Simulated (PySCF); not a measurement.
# Xe²⁺: dipole response in aug-cc-pVQZ-PP with ECP28

Aim: the static polarisability and the C₆ coefficient of Xe²⁺, method by method.

The numbers are computed with PySCF 2.14.0 (unrestricted determinants in a Gaussian basis, no spin-orbit coupling in the energies), except any that are marked as measured or tabulated.

## (1) What is computed

```
Element     : xenon (Z = 54)
Basis       : aug-cc-pVQZ-PP with ECP28MDF (7s7p5d3f2g, 92 functions)
Hamiltonian : scalar relativity through the core potential
State 1     : Xe²⁺: [Kr] 4d10 5s2 5p4, high-spin 3P determinant
Methods     : UHF, PBE, PBE0, BLYP, B97-3
```

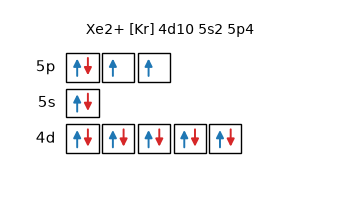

Occupation of the outer shells (arrows by Hund's rule).

One driver process ran all states and methods and kept the integrals in memory. Each run is shown as a PySCF script that sums up its settings (the driver passes frozen orbitals as a list and adds second-order terms of double hybrids); the logs are those of the runs themselves. The driver starts from symmetry-adapted Hartree-Fock orbitals, holds the occupation by maximum overlap and uses a logarithmic radial grid for functionals, so a plain start would take other cycles.

The integrals over 92 functions and the set-up took 3.1 s of CPU time.

## (2) Xe²⁺

Level: UHF.

Input file input.py:

```python
from pyscf import gto, scf, dft, mp, cc
import basis_set_exchange as bse
txt = bse.get_basis("aug-cc-pVQZ-PP", elements=["Xe"], fmt="nwchem", header=False)
cut = txt.index("\nECP")
mol = gto.M(atom="Xe 0 0 0", charge=2, spin=2, symmetry="D2h",
            basis=gto.basis.parse(txt[:cut]),
            ecp={"Xe": gto.basis.parse_ecp(txt[cut:])})
mf = scf.UHF(mol)
mf.irrep_nelec = {'Ag': (4, 4), 'B1g': (1, 1), 'B2g': (1, 1), 'B3g': (1, 1), 'B1u': (2, 1), 'B2u': (2, 2), 'B3u': (2, 1)}
mf.kernel()
```

The log of the run:

```text
damping factor = 0
level_shift factor = 0
DIIS = <class 'pyscf.scf.diis.CDIIS'>
diis_start_cycle = 1
diis_space = 10
diis_damp = 0
SCF conv_tol = 1e-09
SCF conv_tol_grad = None
number electrons alpha = 13  beta = 11
cycle= 1 E= -327.140081688296  delta_E= -0.006  |g|= 0.03  |ddm|= 0.0995
cycle= 2 E= -327.140801089844  delta_E= -0.000719  |g|= 0.0114  |ddm|= 0.0311
cycle= 3 E= -327.140927688874  delta_E= -0.000127  |g|= 0.000765  |ddm|= 0.0198
cycle= 4 E= -327.140928235031  delta_E= -5.46e-07  |g|= 0.000139  |ddm|= 0.00197
cycle= 5 E= -327.140928244542  delta_E= -9.51e-09  |g|= 3.46e-05  |ddm|= 0.000391
cycle= 6 E= -327.140928245248  delta_E= -7.05e-10  |g|= 6.17e-06  |ddm|= 0.000117
converged SCF energy = -327.140928245248  <S^2> = 2.0097471  2S+1 = 3.006491
```

It used 16 s of CPU time after the integrals (shared host).

Orbital energies by shell (radii are means over both spins):

```csv
shell,electrons,mean orbital energy (eV),spread (eV),rms radius (bohr)
4s α,1,-250.16,0,0.767
4s β,1,-249.57,0,0.767
4p α,3,-188.44,0.829,0.820
4p β,3,-187.84,0.091,0.820
4d α,5,-93.928,0.859,0.932
4d β,5,-93.485,0.446,0.932
5s α,1,-48.726,0,1.92
5s β,1,-43.058,0,1.92
5p α,3,-32.362,1.867,2.23
5p β,1,-30.052,0,2.23
```

⟨S²⟩ = 2.010, ⟨L²⟩ = 2.04.

The driver then solved the coupled dipole response at imaginary frequencies: mean α = 12.80 bohr³ (xx, yy, zz: 12.83, 12.74, 12.83), C₆ = 90.01 au for a like pair.

Energies and moments cover only the electrons outside the core potential.

Level: PBE.

input.py, as changed from the run before:

```diff
@@ -7,3 +7,3 @@
             ecp={"Xe": gto.basis.parse_ecp(txt[cut:])})
-mf = scf.UHF(mol)
+mf = dft.UKS(mol, xc="PBE")
 mf.irrep_nelec = {'Ag': (4, 4), 'B1g': (1, 1), 'B2g': (1, 1), 'B3g': (1, 1), 'B1u': (2, 1), 'B2u': (2, 2), 'B3u': (2, 1)}
```

The log of the run:

```text
damping factor = 0
level_shift factor = 0
DIIS = <class 'pyscf.scf.diis.CDIIS'>
diis_start_cycle = 1
diis_space = 10
diis_damp = 0
SCF conv_tol = 1e-09
SCF conv_tol_grad = None
number electrons alpha = 13  beta = 11
XC functionals = PBE
    J. P. Perdew, K. Burke, and M. Ernzerhof.,  Phys. Rev. Lett. 77, 3865 (1996)
    J. P. Perdew, K. Burke, and M. Ernzerhof.,  Phys. Rev. Lett. 78, 1396 (1997)
    J. P. Perdew, K. Burke, and M. Ernzerhof.,  Phys. Rev. Lett. 77, 3865 (1996)
    J. P. Perdew, K. Burke, and M. Ernzerhof.,  Phys. Rev. Lett. 78, 1396 (1997)
cycle= 1 E= -328.117018657885  delta_E= -0.00886  |g|= 0.026  |ddm|= 0.708
cycle= 2 E= -328.117216498231  delta_E= -0.000198  |g|= 0.00709  |ddm|= 0.0593
cycle= 3 E= -328.117226616751  delta_E= -1.01e-05  |g|= 0.0013  |ddm|= 0.012
cycle= 4 E= -328.11722696166  delta_E= -3.45e-07  |g|= 0.000258  |ddm|= 0.0035
cycle= 5 E= -328.117226980456  delta_E= -1.88e-08  |g|= 9.93e-06  |ddm|= 0.000586
cycle= 6 E= -328.117226980493  delta_E= -3.72e-11  |g|= 1.03e-06  |ddm|= 3.18e-05
converged SCF energy = -328.117226980493  <S^2> = 2.0024864  2S+1 = 3.0016571
```

CPU time 13 s on a shared host, the integrals not counted.

The driver then solved the coupled dipole response at imaginary frequencies: mean α = 12.86 bohr³ (xx, yy, zz: 12.75, 13.08, 12.75), C₆ = 90.48 au for a like pair.

Level: PBE0.

input.py, as changed from the run before:

```diff
@@ -7,3 +7,3 @@
             ecp={"Xe": gto.basis.parse_ecp(txt[cut:])})
-mf = dft.UKS(mol, xc="PBE")
+mf = dft.UKS(mol, xc="PBE0")
 mf.irrep_nelec = {'Ag': (4, 4), 'B1g': (1, 1), 'B2g': (1, 1), 'B3g': (1, 1), 'B1u': (2, 1), 'B2u': (2, 2), 'B3u': (2, 1)}
```

The log of the run:

```text
damping factor = 0
level_shift factor = 0
DIIS = <class 'pyscf.scf.diis.CDIIS'>
diis_start_cycle = 1
diis_space = 10
diis_damp = 0
SCF conv_tol = 1e-09
SCF conv_tol_grad = None
number electrons alpha = 13  beta = 11
XC functionals = PBE0
    C. Adamo and V. Barone.,  J. Chem. Phys. 110, 6158 (1999)
    M. Ernzerhof and G. E. Scuseria.,  J. Chem. Phys. 110, 5029 (1999)
cycle= 1 E= -328.147727473878  delta_E= -0.0069  |g|= 0.0169  |ddm|= 0.497
cycle= 2 E= -328.147857055801  delta_E= -0.00013  |g|= 0.00286  |ddm|= 0.0363
cycle= 3 E= -328.147861612569  delta_E= -4.56e-06  |g|= 0.000819  |ddm|= 0.00487
cycle= 4 E= -328.147861898438  delta_E= -2.86e-07  |g|= 0.0003  |ddm|= 0.00201
cycle= 5 E= -328.147861915727  delta_E= -1.73e-08  |g|= 8.71e-06  |ddm|= 0.00066
cycle= 6 E= -328.147861915773  delta_E= -4.61e-11  |g|= 1.09e-06  |ddm|= 1.88e-05
converged SCF energy = -328.147861915773  <S^2> = 2.0034778  2S+1 = 3.0023176
```

It used 24 s of CPU time after the integrals (shared host).

The driver then solved the coupled dipole response at imaginary frequencies: mean α = 12.76 bohr³ (xx, yy, zz: 12.69, 12.90, 12.69), C₆ = 89.61 au for a like pair.

Level: BLYP.

input.py, as changed from the run before:

```diff
@@ -7,3 +7,3 @@
             ecp={"Xe": gto.basis.parse_ecp(txt[cut:])})
-mf = dft.UKS(mol, xc="PBE0")
+mf = dft.UKS(mol, xc="BLYP")
 mf.irrep_nelec = {'Ag': (4, 4), 'B1g': (1, 1), 'B2g': (1, 1), 'B3g': (1, 1), 'B1u': (2, 1), 'B2u': (2, 2), 'B3u': (2, 1)}
```

The log of the run:

```text
damping factor = 0
level_shift factor = 0
DIIS = <class 'pyscf.scf.diis.CDIIS'>
diis_start_cycle = 1
diis_space = 10
diis_damp = 0
SCF conv_tol = 1e-09
SCF conv_tol_grad = None
number electrons alpha = 13  beta = 11
XC functionals = BLYP
    A. D. Becke.,  Phys. Rev. A 38, 3098 (1988)
    C. Lee, W. Yang, and R. G. Parr.,  Phys. Rev. B 37, 785 (1988)
    B. Miehlich, A. Savin, H. Stoll, and H. Preuss.,  Chem. Phys. Lett. 157, 200 (1989)
cycle= 1 E= -328.086639490882  delta_E= -0.00951  |g|= 0.0251  |ddm|= 0.81
cycle= 2 E= -328.086847031336  delta_E= -0.000208  |g|= 0.00571  |ddm|= 0.0659
cycle= 3 E= -328.086857395534  delta_E= -1.04e-05  |g|= 0.00034  |ddm|= 0.0112
cycle= 4 E= -328.08685742328  delta_E= -2.77e-08  |g|= 0.000201  |ddm|= 0.00111
cycle= 5 E= -328.086857431539  delta_E= -8.26e-09  |g|= 2.38e-06  |ddm|= 0.000469
cycle= 6 E= -328.086857431542  delta_E= -2.73e-12  |g|= 4.9e-07  |ddm|= 6.85e-06
converged SCF energy = -328.086857431542  <S^2> = 2.0017159  2S+1 = 3.0011437
```

It used 12 s of CPU time after the integrals (shared host).

The driver then solved the coupled dipole response at imaginary frequencies: mean α = 12.87 bohr³ (xx, yy, zz: 12.74, 13.12, 12.74), C₆ = 90.39 au for a like pair.

Level: B97-3.

input.py, as changed from the run before:

```diff
@@ -7,3 +7,3 @@
             ecp={"Xe": gto.basis.parse_ecp(txt[cut:])})
-mf = dft.UKS(mol, xc="BLYP")
+mf = dft.UKS(mol, xc="HYB_GGA_XC_B97_3")
 mf.irrep_nelec = {'Ag': (4, 4), 'B1g': (1, 1), 'B2g': (1, 1), 'B3g': (1, 1), 'B1u': (2, 1), 'B2u': (2, 2), 'B3u': (2, 1)}
```

The log of the run:

```text
damping factor = 0
level_shift factor = 0
DIIS = <class 'pyscf.scf.diis.CDIIS'>
diis_start_cycle = 1
diis_space = 10
diis_damp = 0
SCF conv_tol = 1e-09
SCF conv_tol_grad = None
number electrons alpha = 13  beta = 11
XC functionals = HYB_GGA_XC_B97_3
    T. W. Keal and D. J. Tozer.,  J. Chem. Phys. 123, 121103 (2005)
cycle= 1 E= -328.202113877914  delta_E= -0.0059  |g|= 0.014  |ddm|= 0.523
cycle= 2 E= -328.20221369826  delta_E= -9.98e-05  |g|= 0.00335  |ddm|= 0.0335
cycle= 3 E= -328.202217807753  delta_E= -4.11e-06  |g|= 0.00168  |ddm|= 0.0106
cycle= 4 E= -328.202218362762  delta_E= -5.55e-07  |g|= 0.000164  |ddm|= 0.00333
cycle= 5 E= -328.202218378424  delta_E= -1.57e-08  |g|= 7.33e-06  |ddm|= 0.000314
cycle= 6 E= -328.202218378449  delta_E= -2.48e-11  |g|= 7.38e-07  |ddm|= 2.39e-05
converged SCF energy = -328.202218378449  <S^2> = 2.0031579  2S+1 = 3.0021045
```

CPU time 23 s on a shared host, the integrals not counted.

The driver then solved the coupled dipole response at imaginary frequencies: mean α = 12.80 bohr³ (xx, yy, zz: 12.72, 12.96, 12.72), C₆ = 90.01 au for a like pair.

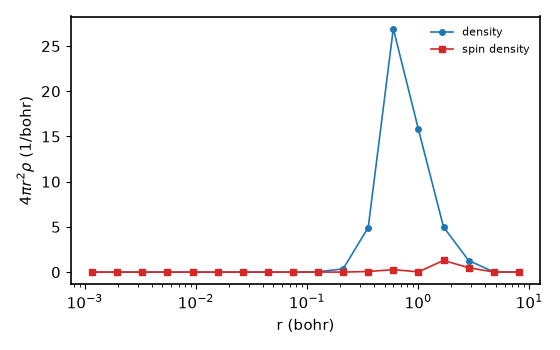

Radial density 4πr²ρ of Xe²⁺ at UHF, the electrons outside the core potential, at 18 stored radii joined by straight lines.

## (3) Polarisabilities and C₆

Xe²⁺, in atomic units:

```csv
method,mean α,C₆ (like pair),S(−4)
UHF,12.80,90.01,27.28
PBE,12.86,90.48,27.88
PBE0,12.76,89.61,27.21
BLYP,12.87,90.39,28.09
B97-3,12.80,90.01,27.36
```

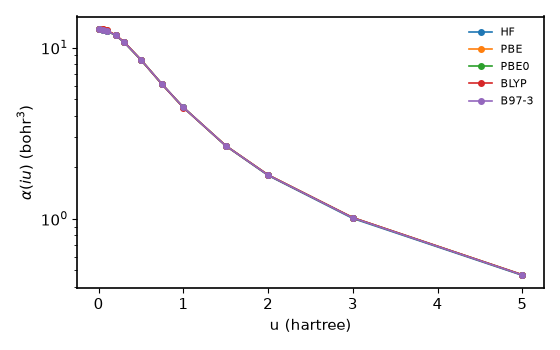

α(iu) of Xe²⁺, the polarisability at imaginary frequency, on a logarithmic scale.

## (4) Outcome

| quantity | value |
| --- | --- |
| α of Xe²⁺ | 12.76 (PBE0) to 12.87 (BLYP) bohr³ |

A single London oscillator with the computed α and C₆ of Xe²⁺ at UHF would have ω = 4 C₆ / (3 α²) = 0.733 hartree. The basis is finite, and no extrapolation was made.
